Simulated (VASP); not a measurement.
Band structure of Ag (space group Fm-3m). Method: PBE GGA, VASP's PBE PAW potentials (set 64) (plane waves; VASP).

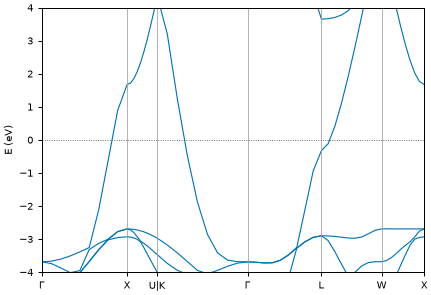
*Bands along high-symmetry lines, zero at the valence-band maximum or, without a gap, the Fermi level*

Q: Read the plot: is there a gap, and where are the band edges?

A: It has no gap at this level: it comes out as a metal or semimetal.

The structure is a typed Ag crystal (Fm-3m). The cell was not relaxed at this level.
